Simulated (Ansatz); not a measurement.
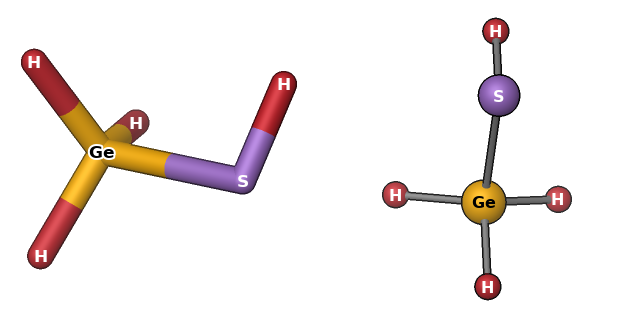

Two views of one molecule.

The geometry was computed by an optimisation with PBE0-D4/def2-TZVP.

> What is the molecular formula?

GeH₄S, 6 atoms: 1 germanium, 4 hydrogen and 1 sulfur.

> Count the bonded pairs by element.

3 Ge–H, 1 Ge–S, 1 S–H. Sticks follow a distance rule.

The parts below concern this one geometry. Atoms keep their numbers from picture to picture.

## Electronic properties

Properties computed with CCSD(T)/CBS estimate, frozen core: MP2 correlation extrapolated from def2-TZVPP and def2-QZVPP, CCSD(T) minus MP2 from the smaller set (Ansatz 0.2.0).

> Give the T1 diagnostic at this level.

0.011.

## Dipole moment

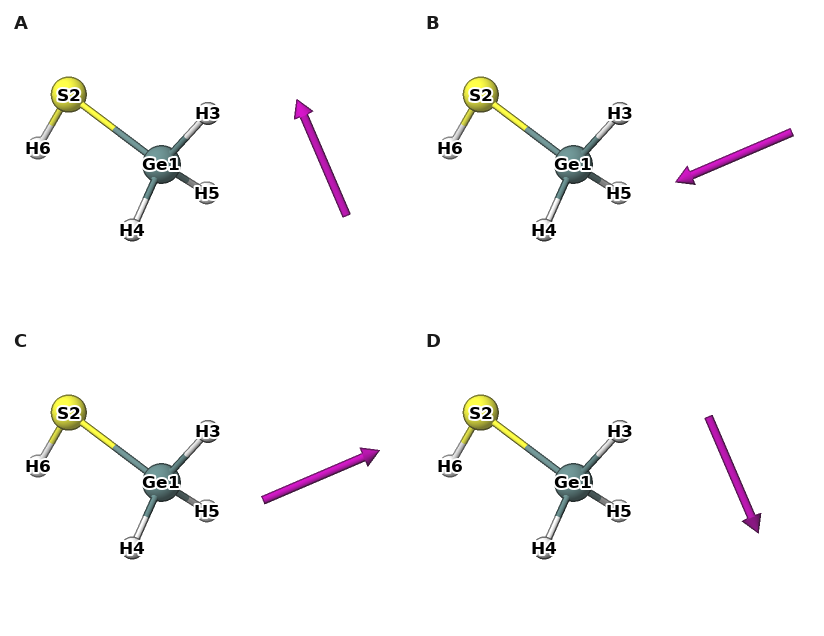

The same molecule four times, each with an arrow. Method: RKS PBE0-D4/def2-TZVP (Ansatz 0.2.0).

> Which arrow points along the dipole moment, from the negative to the positive end?

D. The dipole moment is 1.31 D; it points from the side of S2 to the side of H4, H5 (the outermost atoms at the two ends).

## Vibrations

Harmonic vibrations computed with RKS PBE0-D4/def2-TZVP (Ansatz 0.2.0) at a stationary point of the same level.

> How many vibrational modes are there, and where do they lie?

12 modes: 157, 409, 507, 569, 783, 836, 869, 885, 2156, 2158, 2184, 2715 cm⁻¹.

## Charges

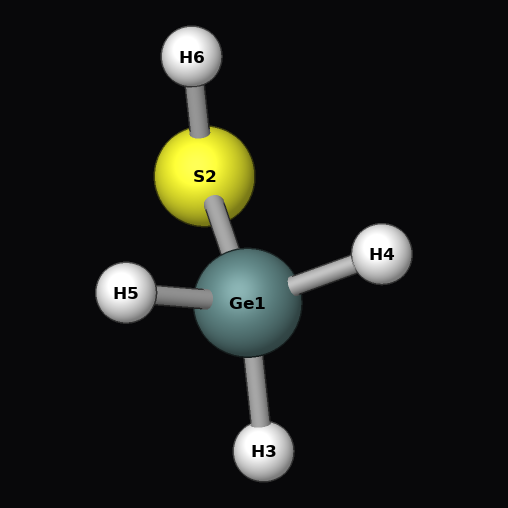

The questions are on Mulliken charges. Properties computed with RKS PBE0-D4/def2-TZVP (Ansatz 0.2.0).

Give the Mulliken charges atom by atom.

| atom | value (e) |
| --- | --- |
| Ge1 | 0.14 |
| S2 | −0.38 |
| H3 | 0.03 |
| H4 | 0.02 |
| H5 | 0.02 |
| H6 | 0.17 |

Mulliken values depend strongly on the basis set and can even reverse the polarity of a bond.
